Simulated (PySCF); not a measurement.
F6W, SMILES `F[W](F)(F)(F)(F)F`.

Method: PBE0/def2-SVPD; geometry: GFN2-xTB; program: PySCF. Core potentials replace the inner electrons of W; spin–orbit coupling isn't included. This is a single-reference result, which may miss multireference character in this system. No frequency check shows the geometry to be a minimum. GFN2-xTB bond lengths at metals and heavier atoms can be off by up to 0.1 Å and shapes distorted, which carries into these values.

Coordinates in Å:

```
F1      -1.3011    0.1471   -1.2888
W2      -0.0000   -0.0000    0.0001
F3      -0.0416    1.8198    0.2496
F4      -1.2972   -0.2063    1.2849
F5       1.2969    0.2066   -1.2848
F6       1.3011   -0.1472    1.2890
F7       0.0423   -1.8197   -0.2503
```

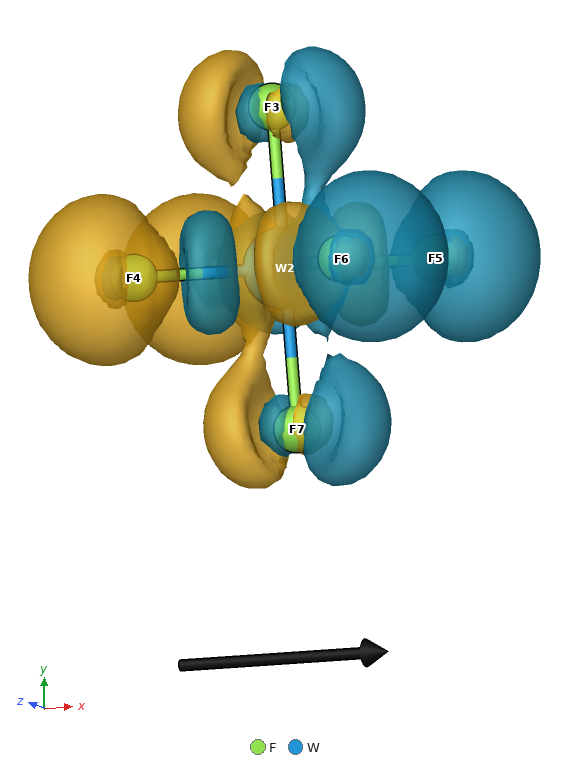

Change of the electron density in a uniform field of 0.10 V/Å along +x (arrow), surfaces at ±0.0006 e/Å³ (yellow: gain, teal: loss).

The field was applied in both directions; the picture shows the one opposite to the script's first.

> What dipole is induced, and what polarisability does it imply?

The induced dipole is 0.24 D (along the field); α along this axis, from the fields in both directions, is 46 bohr³ (6.9 Å³).

The PySCF run took 41 s on 1 thread of Intel(R) Xeon(R) Platinum 8259CL CPU @ 2.50GHz (Skylake/Cascade Lake) (shared host), peak memory 0.84 GiB.
